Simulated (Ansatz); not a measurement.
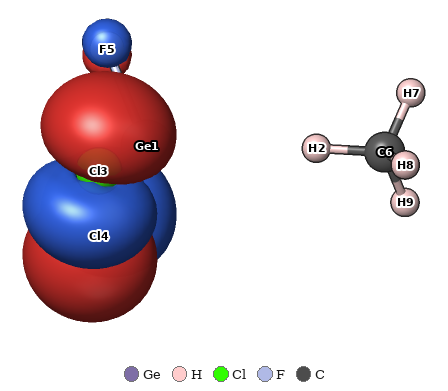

Figure. Cl2FGe···CH4 (doublet). The HOMO−1 (α) at ±0.1 Å⁻³ᐟ² (blue and red are the two phases), seen from one side.

Level of theory: UKS PBE/def2-SVP (Ansatz).

```xyz
9

Ge    0.0164    0.0272   -0.3751
H    -0.0137   -0.0228    2.3753
Cl    2.0768   -0.0023   -1.1184
Cl   -1.0377    1.7979   -1.1181
F    -0.7924   -1.3720   -1.0773
C    -0.0013   -0.0020    3.4858
H    -0.5602   -0.8752    3.8697
H     1.0465   -0.0426    3.8365
H    -0.4779    0.9324    3.8352
```

Where does this orbital lie, and at what energy?

Answer. By Hirshfeld shares it lies mainly on Cl3 (about 45 %) and Cl4 (about 45 %); largely a combination of lone pairs on Cl3 and Cl4. Its energy is −7.97 eV.
